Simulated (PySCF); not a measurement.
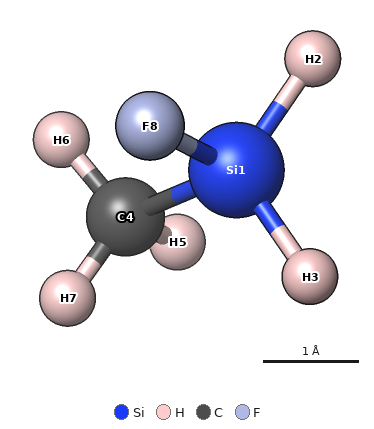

**Figure 1.** The structure (ball-and-stick view, seen at an oblique angle; atoms are numbered from 1 in the order of the input). Bond lengths as drawn: C–H 1.09 Å, C–Si 1.89 Å, F–Si 1.61 Å and H–Si 1.46 Å.

CH5FSi: single-point calculation

CH5FSi, SMILES [H][Si]([H])(C)F, computed with BLYP/aug-cc-pVDZ, RKS (PySCF 2.14.0).

The geometry comes from this level: GFN2-xTB.

Input file (calc.py)
```python
from pyscf import gto, dft

mol = gto.M(
    atom='geometry.xyz',
    max_memory=1860,
    spin=0,
    basis='aug-cc-pvdz',
    verbose=3,
)

myscf = dft.RKS(mol)
myscf.xc = 'blyp'
myscf.grids.level = 7
myscf.conv_tol = 1e-10
myscf.kernel()
if not myscf.converged:
    myscf = myscf.newton().run(myscf.mo_coeff, myscf.mo_occ)

energy = myscf.e_tot
print('E = %.10f Eh' % energy)
```

File geometry.xyz
```
8

Si     0.469780    -0.679870     0.338040
H      0.408100    -0.786060     1.788700
H      1.813870    -0.807760    -0.205760
C     -0.451290     0.830660    -0.326560
H     -0.021280     1.755050     0.045670
H     -1.498220     0.812740    -0.033830
H     -0.416480     0.866460    -1.413090
F     -0.304480    -1.991210    -0.193180
```

Machine: 1 thread of Arm Neoverse V1, 24 GiB of memory available, shared host.

Command:
```bash
OMP_NUM_THREADS=1 python calc.py
```

Output
```
converged SCF energy = -430.470849857268
E = -430.4708498573 Eh
```

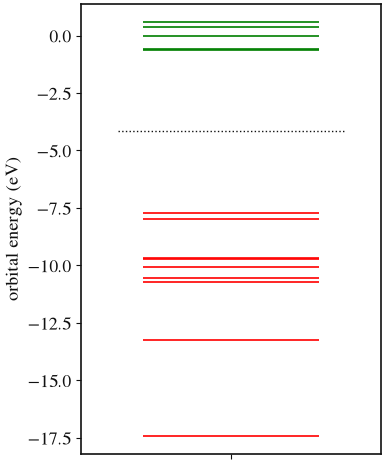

**Figure 2.** Orbital energies near the frontier; the dotted line parts filled from empty levels, and levels within 0.02 eV of each other stand side by side. Highest filled −7.70 eV, lowest empty −0.65 eV, 7.05 eV apart.

Results in brief

- outcome: converged
- total energy: −430.470850 hartree
- basis functions: 118
- HOMO: −7.70 eV
- LUMO: −0.65 eV
- dipole moment: 1.83 D
- wall time: 47 s
- peak memory: 0.65 GiB
